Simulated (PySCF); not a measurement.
C₅H₆Si, SMILES `[SiH]1=CC=CC=C1`.

PySCF calculation, cc-pVDZ basis, gas phase; geometry: GFN2-xTB. No frequency check shows the geometry to be a minimum.

The calculation's input:

```python
import numpy as np
from pyscf import gto, scf, dft, mcscf, mrpt
from pyscf.mcscf import avas

def solve(mol, dm0=None, hcore=None):
    mf = scf.ROHF(mol) if mol.spin else scf.RHF(mol)
    mf = mf.density_fit(auxbasis='def2-universal-jkfit')
    mf.conv_tol, mf.max_cycle = 1e-8, 80
    if hcore is not None:
        mf.get_hcore = lambda *args: hcore
    mf.kernel(dm0)
    if not mf.converged:
        mf = mf.newton().run(mf.mo_coeff, mf.mo_occ, max_cycle=30)
    assert mf.converged, 'SCF not converged'
    return mf

mol = gto.M(atom='''
Si    -1.41858     0.00005     0.00000
C     -0.34430     1.44722     0.00000
C      1.02234     1.23751     0.00000
C      1.65628    -0.00007     0.00000
C      1.02226    -1.23757     0.00000
C     -0.34439    -1.44718     0.00000
H     -2.87330    -0.00012     0.00000
H     -0.70508     2.46671     0.00000
H      1.66634     2.11028     0.00000
H      2.73806    -0.00006     0.00000
H      1.66621    -2.11037     0.00000
H     -0.70524    -2.46665     0.00000
''', basis='cc-pvdz', charge=0, spin=0, verbose=4)
mf = solve(mol)
ncas, nel, orbs = avas.avas(mf, ['C 2pz', 'Si 3pz'], threshold=0.5, openshell_option=3)
print('active space', nel, ncas)
assert 2 <= ncas <= 10, 'active space too large or empty'
mc = mcscf.CASSCF(mf, ncas, nel)
mc.natorb, mc.max_cycle_macro = True, 60
mc.fix_spin_(ss=mol.spin / 2 * (mol.spin / 2 + 1))
mc.kernel(orbs)
occ = mc.mo_occ[mc.ncore:mc.ncore + ncas]
print('natural occupations', occ.round(4))
e2 = mrpt.NEVPT(mc).kernel()
out = dict(c=mc.mo_coeff[:, mc.ncore:mc.ncore + ncas], occ=occ, e=mc.e_tot, e2=e2, ehf=mf.e_tot, ok=mc.converged, nel=nel, w0=abs(mc.ci).max() ** 2, dm=mc.make_rdm1())
# the other spin state at the same geometry
other = mol.copy().set(spin=2).build()
mo = scf.ROHF(other).density_fit(auxbasis='def2-universal-jkfit').run()
na = (nel + other.spin) // 2
m2 = mcscf.CASSCF(mo, ncas, (na, nel - na))
m2.natorb = True
m2.fix_spin_(ss=other.spin / 2 * (other.spin / 2 + 1))
m2.kernel(mc.mo_coeff)
e2o = mrpt.NEVPT(m2).kernel()
print('other state above this one / eV: CASSCF', (m2.e_tot - mc.e_tot) * 27.211386, 'NEVPT2', (m2.e_tot + e2o - mc.e_tot - e2) * 27.211386)
np.savez('result.npz', eo=m2.e_tot, e2o=e2o, oko=m2.converged, occo=m2.mo_occ[mc.ncore:mc.ncore + ncas], co=m2.mo_coeff[:, mc.ncore:mc.ncore + ncas], **out)
```

Command:

```sh
OMP_NUM_THREADS=1 python input.py
```

The run took 28 s on 1 thread of Intel(R) Xeon(R) Platinum 8488C (Sapphire Rapids), with other jobs on the host, peak memory 0.55 GiB.

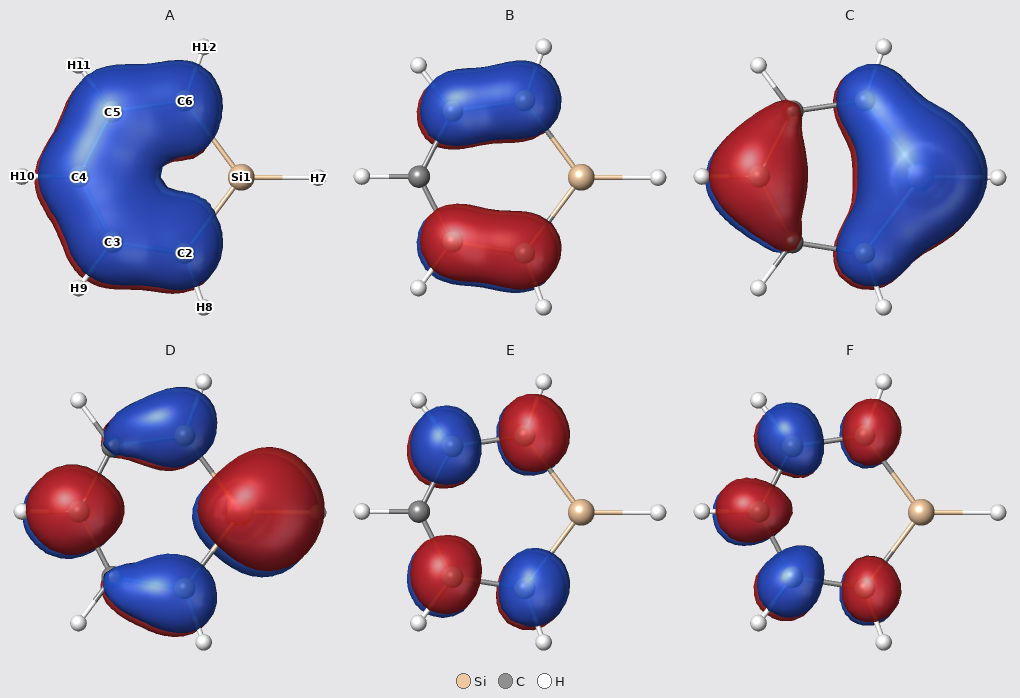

Natural orbitals of the π active space, CASSCF(6,6), triplet state at the geometry of the singlet, in order of falling occupation.

### What are the natural occupation numbers?

A 1.92, B 1.85, C 1.06, D 0.95, E 0.15, F 0.07.

### Where does the lowest triplet lie relative to the singlet, at this geometry and within this active space?

3.15 eV above it by strongly contracted NEVPT2 (+2.69 eV by CASSCF); a small basis tends to put such gaps a few tenths of an eV too high. This is a vertical energy for π states alone; a state that uses lone pairs or σ orbitals may lie lower.
